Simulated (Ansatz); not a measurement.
# AlPH (quartet): wB97M-V, B2PLYP over a scan of the distance Al1–P2, 6-31G

Aim: run AlPH (quartet) with these functionals over a scan of the distance Al1–P2, and hold them against the top wave-function level at the same points.

Method: 6-31G, all electrons in the functionals, frozen cores in the correlation of double hybrids and RPA; program: Ansatz 0.2.0, Gaussian basis.

Plan: wB97M-V, B2PLYP, at 1.898 Å; 2.119 Å; 2.392 Å; 2.644 Å; 2.918 Å; 3.313 Å; 3.839 Å; 4.403 Å; 5.255 Å; 6.410 Å; 7.939 Å.

### 1 What is computed

The geometry derives from a PBE0/def2-TZVP stationary point (not a proven minimum). One bond is set to the value named and the two fragments are kept rigid.

3 atoms, charge 0, spin multiplicity 4.

Atoms are counted from 1 here; the program's logs count them from 0.

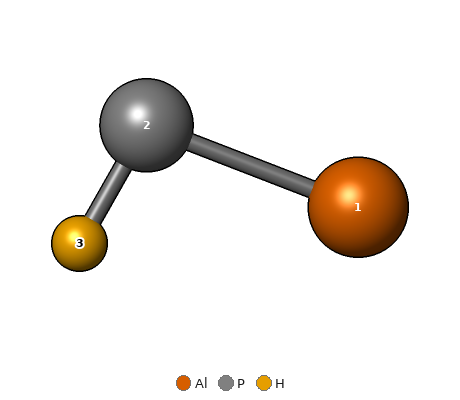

The geometry (aluminium orange, phosphorus grey, hydrogen amber); atoms are numbered from 1 in the order of the file.

No dispersion term is added; wB97M-V holds VV10 nonlocal correlation.

The geometry shown and the zero of energy belong to the point 2.392 Å. The yardstick, FCI, and other wave-function levels (R restricted, U unrestricted, valence and pair active spaces) come from earlier runs.

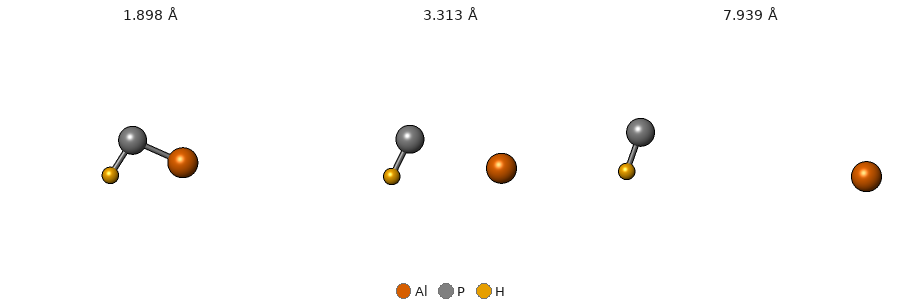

Three points of the scan; sticks are drawn by distance.

### 2 wB97M-V, 1.898 Å

Input file in.yaml:

```yaml
crystal:
  periodic: [false, false, false]
  atoms:
    - {symbol: Al, position_ang: [0.000000, 0.022696, 1.033065]}
    - {symbol: P, position_ang: [0.000000, -0.063397, -0.862982]}
    - {symbol: H, position_ang: [0.000000, 1.340615, -1.134873]}
basis:
  gaussian: {orbitals: 6-31G}
magnetization: {spin_polarized: true, initial_magnetization: 3}
hamiltonian: {xc: {name: wB97M-V}}
output: {orbitals: {seedname: orbitals}}
```

Command:

```
$ ansatz run in.yaml --threads 1 --pin off --events-out ev --progress --plain --max-ram 4096MiB --backend cpu
```

Further steps of the session: wB97M-V, 2.119 Å; wB97M-V, 2.392 Å; wB97M-V, 2.644 Å; wB97M-V, 2.918 Å; wB97M-V, 3.313 Å; wB97M-V, 3.839 Å; wB97M-V, 4.403 Å; wB97M-V, 5.255 Å; wB97M-V, 6.410 Å; wB97M-V, 7.939 Å; B2PLYP, 1.898 Å; B2PLYP, 2.119 Å; B2PLYP, 2.392 Å; B2PLYP, 2.644 Å; B2PLYP, 2.918 Å; B2PLYP, 3.313 Å; B2PLYP, 3.839 Å; B2PLYP, 4.403 Å; B2PLYP, 5.255 Å; B2PLYP, 6.410 Å; B2PLYP, 7.939 Å.

Q: Predict the results of all the runs planned. Wanted: span of the FCI curve; largest miss, wB97M-V; largest miss, B2PLYP.

The runs gave:

| quantity | value |
| --- | --- |
| span of the FCI curve | 270.1 kJ/mol |
| largest miss, wB97M-V | -27.2 kJ/mol (1.898 Å) |
| largest miss, B2PLYP | +15.7 kJ/mol (4.403 Å) |

Of the functionals, B2PLYP keep the smallest largest miss at the points compared (at most 15.7 kJ/mol) and wB97M-V strays most (27.2 kJ/mol, at 1.898 Å). Functionals and the yardstick converge differently with the basis, so part of each miss in 6-31G is the basis.
